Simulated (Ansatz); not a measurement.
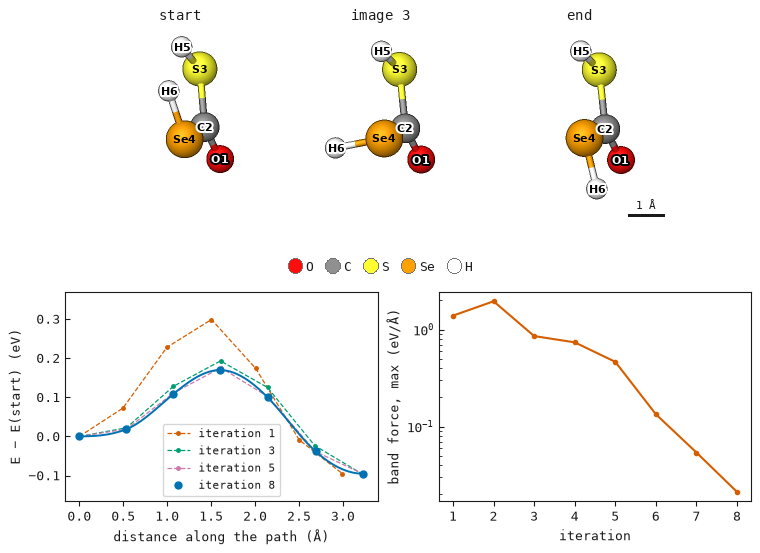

A nudged-elastic-band calculation for CH2OSSe. Images are numbered from 0 (start) to 6 (end). The plot follows the band through its iterations. A ball-and-stick model, seen from a free direction.

All numbers below come from Ansatz, RKS PBE0-D4/def2-SVP.

Input
```yaml
crystal:
  periodic: [false, false, false]
  atoms:
    - { symbol: O, position_ang: [-0.735585, -1.532217, 1.137451] }
    - { symbol: C, position_ang: [-0.279423, -0.663491, 0.463094] }
    - { symbol: S, position_ang: [1.250747, -0.911716, -0.42407] }
    - { symbol: Se, position_ang: [-1.228817, 1.030278, 0.344542] }
    - { symbol: H, position_ang: [1.335594, 0.306212, -0.99453] }
    - { symbol: H, position_ang: [-0.300515, 1.706833, -0.572587] }
basis:
  gaussian: { orbitals: def2-SVP }
hamiltonian:
  xc: pbe0
  dispersion: d4
neb:
  order_check: false
  images: 5
  f_tol: 0.03
  max_iterations: 59
  initial_path: idpp
  final_atoms:
    - { symbol: O, position_ang: [-0.83086645, -1.08443603, 0.99513333] }
    - { symbol: C, position_ang: [-0.11535854, -0.46980564, 0.26970278] }
    - { symbol: S, position_ang: [1.38665579, -1.17641088, -0.383262] }
    - { symbol: Se, position_ang: [-0.46115934, 1.35769699, -0.30116126] }
    - { symbol: H, position_ang: [1.7716238, -0.09775732, -1.10046486] }
    - { symbol: H, position_ang: [-1.70889426, 1.40661188, 0.47395201] }
```

Run as
```bash
ansatz run input.yaml --threads 1 --pin off --max-ram 2048MiB --backend cpu --events-out ev --progress --plain --runs-dir out
```

### Did the band converge, and can the barrier be trusted?

The result is final at these settings. The band converged in 8 iterations. The largest component of the band force went from 1.4 to 0.021 eV/Å. The climbing image converged on the top of the path. Its vibrational analysis gives one imaginary mode (253i cm⁻¹), as a transition state must have. The first iteration put the highest image at 0.299 eV. Forward barrier 0.170 eV, backward barrier 0.265 eV, with image 3 at the top; the reaction energy is −0.095 eV.
